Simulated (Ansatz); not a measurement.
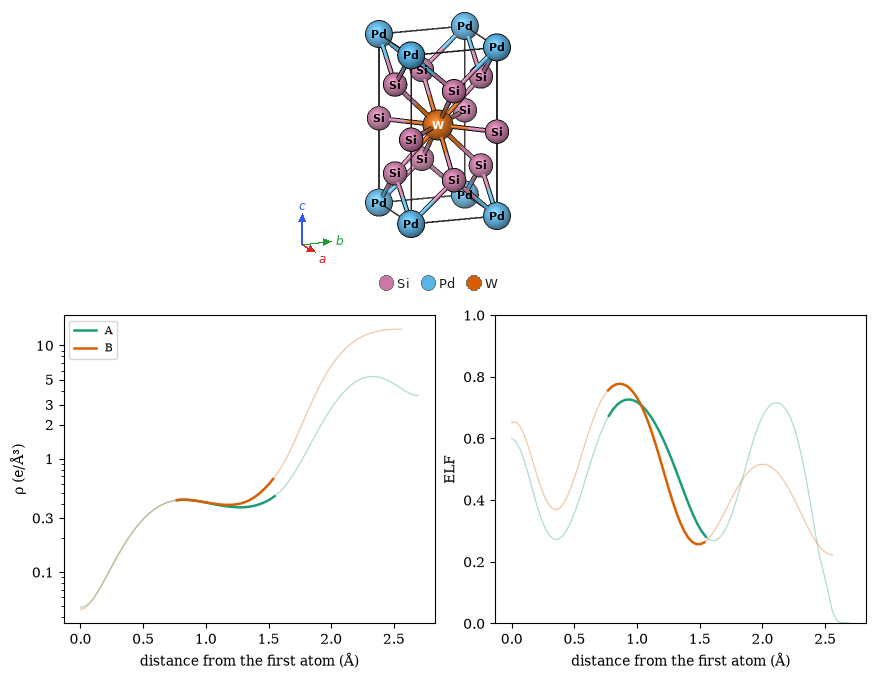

Figure. Si5PdW. Valence electron density and ELF along straight lines between neighbouring atoms. Thin, pale parts lie inside the atomic spheres. The structure is drawn too.

Space group P4/mmm; a structure from a database of computed crystals, not necessarily the ambient phase; a generated structure, not necessarily the stable one.

Level of theory: DFT PBE, scalar-relativistic, plane waves, PAW in Ansatz 0.2.0.

In a PAW calculation such maps are meaningful between the atoms, not at the nuclei.

Question: Which curve belongs to which contact (Si–Pd and Si–W)? The first atom named is at distance zero.

Answer: Curve A: Si–W (2.69 Å): ρ at the midpoint is about 0.38 e/Å³; the ELF peaks at about 0.75 in the valence shell of Si, 0.9 Å from its nucleus, and is about 0.45 at the midpoint. Curve B: Si–Pd (2.56 Å): ρ is about 0.4 e/Å³ halfway; the ELF peaks at about 0.80 in the valence shell of Si, 0.9 Å from its nucleus, and is about 0.40 at the midpoint.
